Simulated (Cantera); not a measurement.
A closed system holds: 1 mol Zr, 0.52 mol O₂, 15 mol N₂, equilibrated at 2123 K.

Method: chemical equilibrium by Gibbs-energy minimisation in Cantera with the NASA 1993 tables (ideal gas, pure condensed phases). Candidate condensed phases: Zr, ZrN, ZrO₂; 13 gas species. Mutual solubility and eutectic melting of coexisting phases are not modelled. ZrN: taken at fixed stoichiometry. Condensed phases not in the tables: solid solutions among these carbides, nitrides and lower oxides. Equilibrium is a limit: real reactors are often held back by kinetics, nucleation or transport.

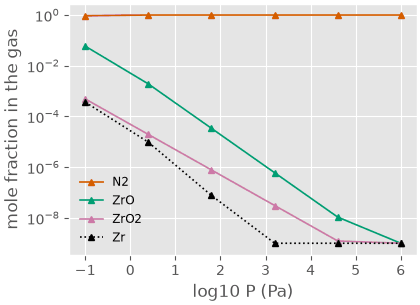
Equilibrium gas composition (values under 1e-9 drawn at 1e-9)

At 0.100 Pa the condensed part is ZrO₂(tetragonal). From 2.50 Pa to 1000000 Pa the condensed part is ZrN(s) + ZrO₂(tetragonal).
